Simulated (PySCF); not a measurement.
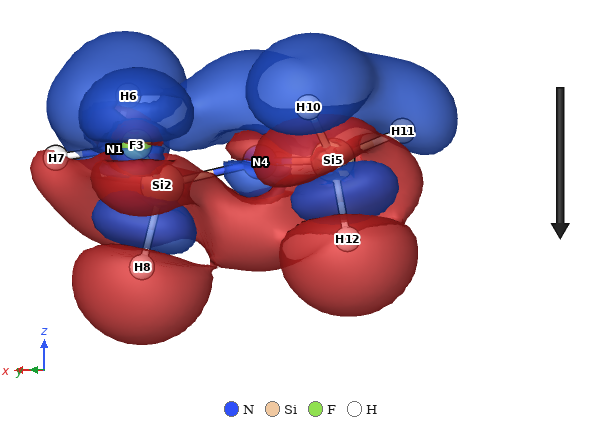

Figure 1: FH$_{7}$N$_{2}$Si$_{2}$, SMILES `N[SiH](F)N[SiH3]`. Change of the electron density in a uniform field of 0.10 V/Å along −z (arrow), surfaces at ±0.0003 e/Å³ (blue: gain, red: loss).

Computed with PySCF, B3LYP/6-31+G*, geometry: GFN2-xTB. No frequency check shows the geometry to be a minimum. The basis has diffuse s and p functions alone, which still leaves polarisabilities too small, most of all across bonds.

Input script:

```python
import numpy as np
from pyscf import gto, scf, dft
from pyscf.scf import atom_ks, atom_hf
from scipy.linalg import block_diag

def solve(mol, dm0=None, hcore=None):
    mf = (dft.UKS if mol.spin else dft.RKS)(mol, xc='b3lyp')
    mf.grids.level = 3
    mf = mf.density_fit(auxbasis='def2-universal-jkfit')
    mf.conv_tol, mf.max_cycle = 1e-8, 80
    if hcore is not None:
        mf.get_hcore = lambda *args: hcore
    mf.kernel(dm0)
    if not mf.converged:
        mf = mf.newton().run(mf.mo_coeff, mf.mo_occ, max_cycle=30)
    assert mf.converged, 'SCF not converged'
    return mf

mol = gto.M(atom='''
N      2.19507    -0.89155     0.24737
Si     0.92569     0.08230    -0.36744
F      0.81434     1.54385     0.31456
N     -0.54421    -0.71932     0.02404
Si    -2.14797    -0.05742     0.05192
H      2.09933    -1.30430     1.16092
H      3.14431    -0.59422     0.10030
H      1.18401     0.36418    -1.76735
H     -0.48632    -1.72280    -0.01124
H     -2.15436     1.09473     0.94738
H     -2.98770    -1.14900     0.55147
H     -2.57247     0.34456    -1.29507
''', basis='6-31+g*', charge=0, spin=0, verbose=4)
field = np.array([-0.0, -0.0, -0.002])  # atomic units
mol.set_common_orig(mol.atom_charges() @ mol.atom_coords() / mol.atom_charges().sum())
mf = solve(mol)
out = dict(dm0=mf.make_rdm1(), d0=mf.dip_moment(unit='AU'), e0=mf.e_tot)
for name, sign in (('p', 1), ('m', -1)):
    h = mf.get_hcore() + sign * np.einsum('x,xij->ij', field, mol.intor('int1e_r'))
    mi = solve(mol, mf.make_rdm1(), h)
    out.update({'dm' + name: mi.make_rdm1(), 'd' + name: mi.dip_moment(unit='AU'), 'e' + name: mi.e_tot})
# spherically averaged free atoms, for the promolecule
atm = atom_ks.get_atm_nrks(mol, xc='b3lyp')
pro = block_diag(*[(atm[a[0]][2] * atm[a[0]][3]) @ atm[a[0]][2].T for a in mol._atom])
np.savez('result.npz', pro=pro, **out)
```

Command:

```sh
OMP_NUM_THREADS=1 python input.py
```

The run took 19 s on 1 thread of Intel(R) Xeon(R) 6975P-C (Granite Rapids), on a shared host, peak memory 0.56 GiB.

Partitions, critical points and surface values were worked out afterwards from this run's density.

What dipole is induced, and what polarisability does it imply?

Answer. The induced dipole is 0.29 D (along the field); α along this axis, from the fields in both directions, is 57 bohr³ (8.4 Å³).

Which atoms gain and lose the most charge?

Answer. Electrons gather most on H6 (Hirshfeld charge changes by −0.003 e) and leave H12 most (+0.004 e); 0.029 electrons are displaced in all.
